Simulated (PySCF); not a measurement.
## A study: C$_{4}$H$_{12}$O$_{4}$Si, SMILES `CO[Si](OC)(OC)OC`

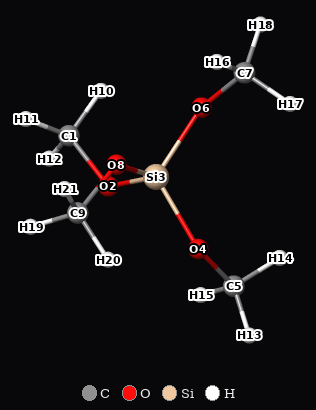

The molecule, with its atoms numbered as below. No frequency check shows the geometry to be a minimum.

Coordinates in Å:

```
C1       1.7309   -1.6052    1.3523
O2       0.5487   -0.8495    1.2723
Si3      0.0001   -0.0011   -0.0001
O4      -1.2736    0.8460    0.5471
C5      -1.3577    1.6090    1.7242
O6       1.2735    0.8459   -0.5472
C7       1.3577    1.6086   -1.7245
O8      -0.5487   -0.8498   -1.2720
C9      -1.7310   -1.6055   -1.3519
H10      2.5900   -1.0033    1.0546
H11      1.6713   -2.4807    0.7022
H12      1.8438   -1.9256    2.3885
H13     -2.3984    1.9125    1.8427
H14     -0.7238    2.4953    1.6524
H15     -1.0434    1.0192    2.5856
H16      1.0433    1.0187   -2.5857
H17      0.7238    2.4950   -1.6529
H18      2.3984    1.9121   -1.8430
H19     -1.6713   -2.4809   -0.7017
H20     -2.5900   -1.0035   -1.0543
H21     -1.8439   -1.9261   -2.3881
```

Part 1: Bonding charge

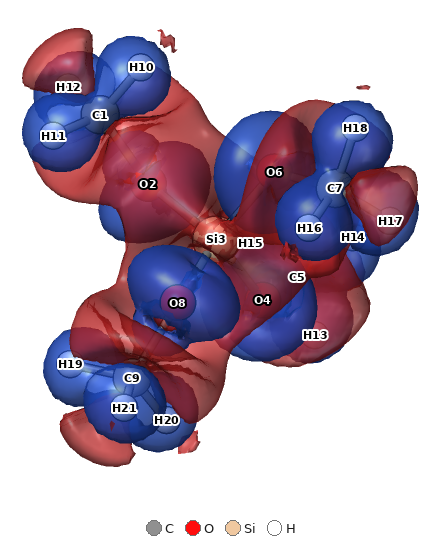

Deformation density (molecule less spherical, spin-averaged free atoms at the same positions), surfaces at ±0.04 e/Å³; blue: gain, red: loss.

Computed with PySCF, ωB97X/def2-TZVP, geometry: GFN2-xTB.

**Describe the bonding that the map shows.**

C7–H16, C5–H15, C9–H20 and C1–H10: +0.80 e/Å³ at the bond critical point (bond length 1.09 Å, Mayer order 1.0). C5–H13 and C7–H18: +0.80 e/Å³ at the bond critical point (bond length 1.09 Å, Mayer order 1.0). C1–H12 and C9–H21: +0.80 e/Å³ at the bond critical point (bond length 1.09 Å, Mayer order 1.0). C5–H14 and C7–H17: +0.79 e/Å³ at the bond critical point (bond length 1.09 Å, Mayer order 1.0). C1–H11 and C9–H19: +0.79 e/Å³ at the bond critical point (bond length 1.09 Å, Mayer order 1.0). Si3–O6, Si3–O8, O2–Si3 and Si3–O4: +0.14 e/Å³ at the bond critical point (bond length 1.62 Å, Mayer order 1.2). O4–C5, O6–C7, C1–O2 and O8–C9: +0.07 e/Å³ at the bond critical point (bond length 1.41 Å, Mayer order 0.9); up to 0.6 Å beside the axis the gain reaches +0.32 e/Å³. In all, 5.2 electrons gather in the regions of gain relative to the promolecule. A small or negative value marks a very polar bond, one between electron-rich atoms, whose free-atom densities already overlap strongly, a long bond to a heavier atom, or a closed-shell contact such as a hydrogen bond.

**Where do the Hirshfeld charges lie?**

The highest Hirshfeld charge is on Si3 (+0.57 e), the lowest on O2, O4, O6 and O8 (−0.24 e).

Part 2: Bond critical points

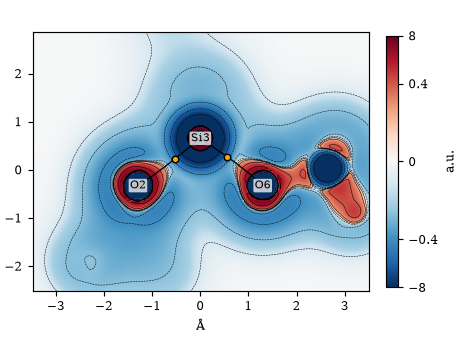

Negative Laplacian of the density (−∇²ρ) in the plane of O2, Si3 and O6 (red positive, blue negative, colour scale in a.u., logarithmic beyond ±0.04), with bond paths and bond critical points (dots).

**At which bond critical points in this plane is charge locally concentrated, and at which depleted?**

At none is it concentrated. Depleted (∇²ρ > 0): Si3–O6 and O2–Si3 (+0.89 a.u., H = −0.056). A positive Laplacian with clearly negative H marks a strongly polar covalent bond, whose critical point lies close to the core of the less electronegative atom.

**Where along Si3–O6 does the critical point lie?**

0.67 Å from Si3 and 0.96 Å from O6.

Part 3: Local ionisation energy

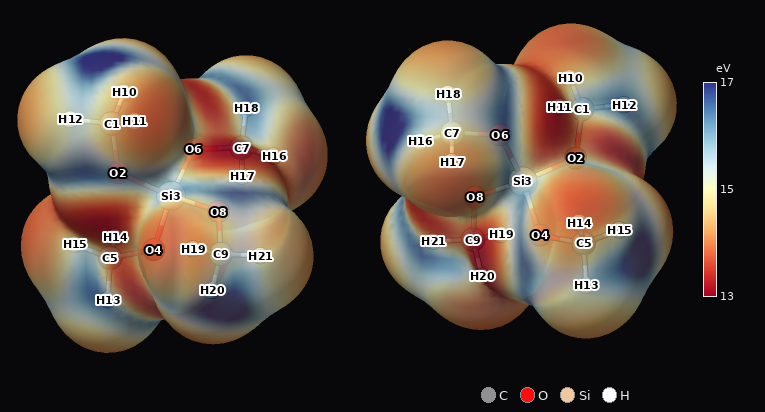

Average local ionisation energy on the surface of electron density 0.001 a.u. (back view left, front view right).

**Locate the minima of the map.**

The lowest value is 13.0 eV, 1.9 Å from O6, and at like points elsewhere. Further minima include 13.1 eV, 1.9 Å from O4. For comparison, the highest occupied orbital lies at −10.5 eV.

Part 4: In an electric field

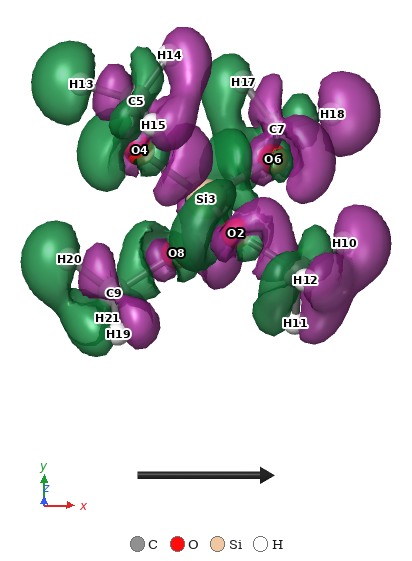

Change of the electron density in a uniform field of 0.21 V/Å along +x (arrow), surfaces at ±0.0015 e/Å³ (green: gain, purple: loss).

Method: ωB97X/def2-TZVP; geometry: GFN2-xTB; program: PySCF. A basis without diffuse functions makes polarisabilities too small.

**How large is the response?**

The induced dipole is 0.83 D (along the field); α along this axis, from the fields in both directions, is 82 bohr³ (12.1 Å³).

**Which atoms gain and lose the most charge?**

Electrons gather most on H13 (Hirshfeld charge changes by −0.008 e) and leave H18 most (+0.008 e); 0.088 electrons are displaced in all.
